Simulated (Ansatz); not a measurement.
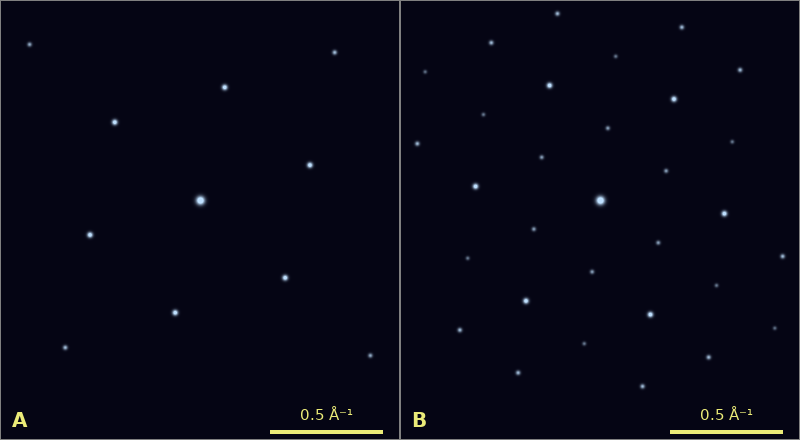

Kinematic electron diffraction patterns (300 kV, B = 0.5 Å², same scale, each along a low-index zone) of two structures of composition Ga2As3, each relaxed at zero pressure with DFT PBE, scalar-relativistic, plane waves, PAW (Ansatz).

The structures (standard cells):
1. R-3c (No. 167), a = 6.151 Å, c = 21.330 Å (hexagonal axes), 30 atoms; generated start, possibly hypothetical
2. R-3m (No. 166), a = 3.853 Å, c = 24.228 Å (hexagonal axes), 15 atoms; generated start, possibly hypothetical

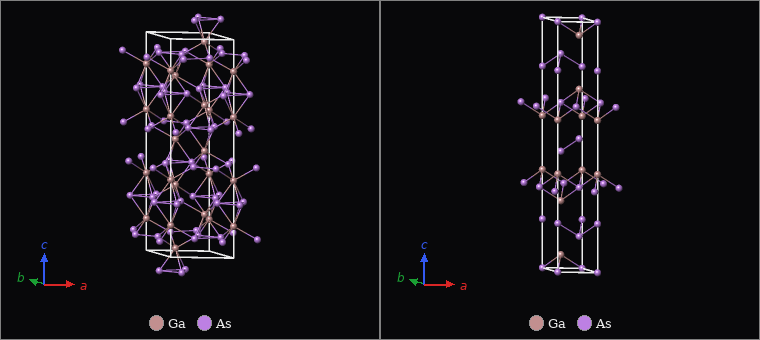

Drawings of the structures 1 to 2, from left to right (each may span several cells).

> Which pattern belongs to which structure, and along which zone?

A is structure 2 along [001]: hexagonal net of 2 -1 0 at d = 1.93 Å and 1 1 0 at d = 1.93 Å, 60.0° apart. B is structure 1 along [001]: hexagonal net of 2 -1 0 at d = 3.08 Å and 1 1 0 at d = 3.08 Å, 60.0° apart.

> Rank the structures by their computed energy.

Structure 2 (R-3m, 20.76 Å³ an atom) is the lowest of these; structure 1 (R-3c, 23.30 Å³ an atom) lies about 190 meV an atom higher. These are static energies at 0 K; other structures, not shown, may lie lower still.
